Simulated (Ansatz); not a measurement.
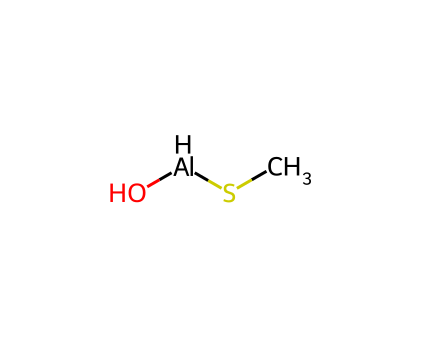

Skeletal drawing of a molecule.

Question: Transcribe the drawing into SMILES.

Answer: C[S][AlH][OH]

Question: Give the formula, hydrogens included.

Answer: CH5AlOS.

Question: An optimisation with PBE0-D4/def2-TZVP gave a structure of which point group?

Answer: Cs. Other conformers may differ.

The parts below concern this one geometry. Atoms keep their numbers from picture to picture. Computed geometry: PBE0-D4/def2-TZVP optimisation.

**Thermal motion**

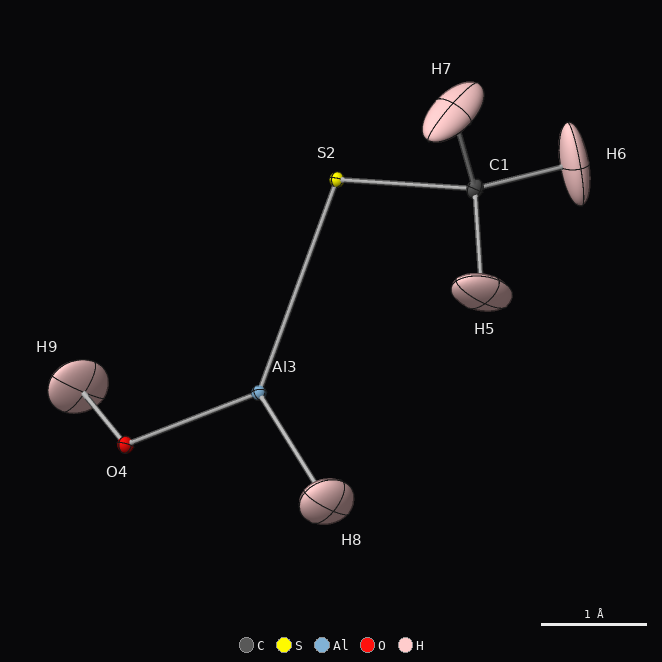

Displacement ellipsoids at the 50 % level, from the internal vibrations of the free molecule (harmonic, no overall translation or rotation; no half-axis is drawn under 0.075 Å). Vibrations computed with RKS PBE0-D4/def2-TZVP (Ansatz 0.2.0). Temperature: 0 K (zero-point motion alone).

Question: Which atom moves most?

Answer: H6, H7, with U_eq = 0.0332 Å².

Question: Does H9 move more along its bond or across it?

Answer: Across it: the root-mean-square amplitude is 0.076 Å along the bond and up to 0.242 Å across, since bending and torsion are softer than stretching.

List U_eq and the three principal root-mean-square amplitudes for each kind of atom.

| atom | U_eq (Å²) | rms amplitudes (Å) |
| --- | --- | --- |
| C1 | 0.0030 | 0.039, 0.060, 0.063 |
| S2 | 0.00084 | 0.025, 0.028, 0.033 |
| Al3 | 0.0013 | 0.029, 0.036, 0.043 |
| O4 | 0.0025 | 0.035, 0.053, 0.060 |
| H5 | 0.0291 | 0.085, 0.145, 0.243 |
| H6, H7 | 0.0331 | 0.089, 0.136, 0.270 |
| H8 | 0.0262 | 0.097, 0.166, 0.204 |
| H9 | 0.0327 | 0.074, 0.185, 0.242 |

**Vibrations**

Harmonic vibrations computed with RKS PBE0-D4/def2-TZVP (Ansatz 0.2.0) at a stationary point of the same level.

Question: How many vibrational modes are there, and where do they lie?

Answer: 21 modes: 75, 114, 137, 227, 334, 489, 492, 597, 676, 724, 871, 975, 984, 1353, 1469, 1479, 1965, 3064, 3152, 3163, 3968 cm⁻¹.

**Dipole moment**

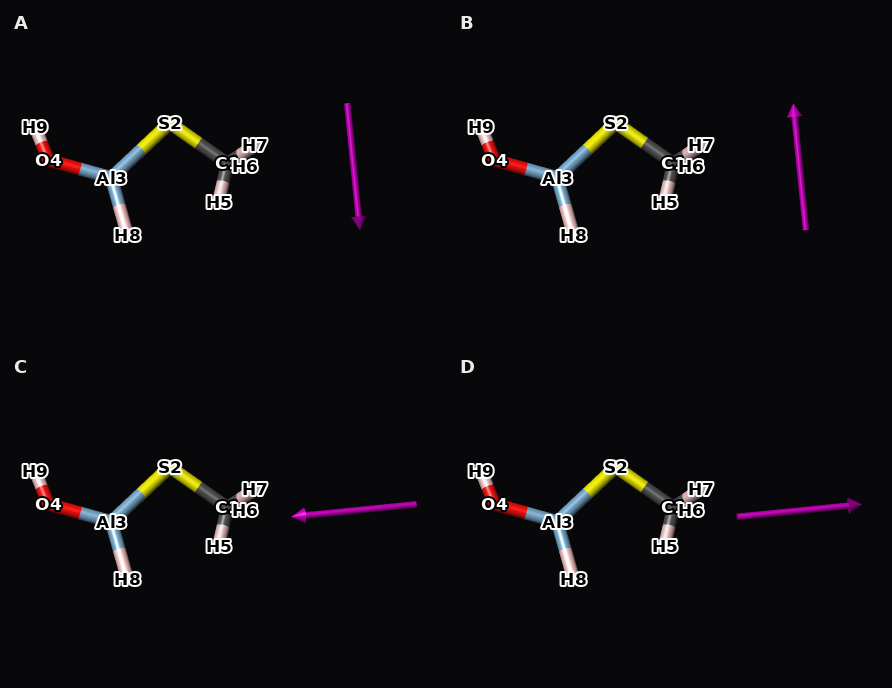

The same molecule four times, each with an arrow. Properties computed with RKS r2SCAN-D4/def2-TZVPP (Ansatz 0.2.0).

Question: Which arrow points along the dipole moment, from the negative to the positive end?

Answer: D. The dipole moment is 0.99 D; it points from the side of H9 to the side of H6, H7 (the outermost atoms at the two ends).
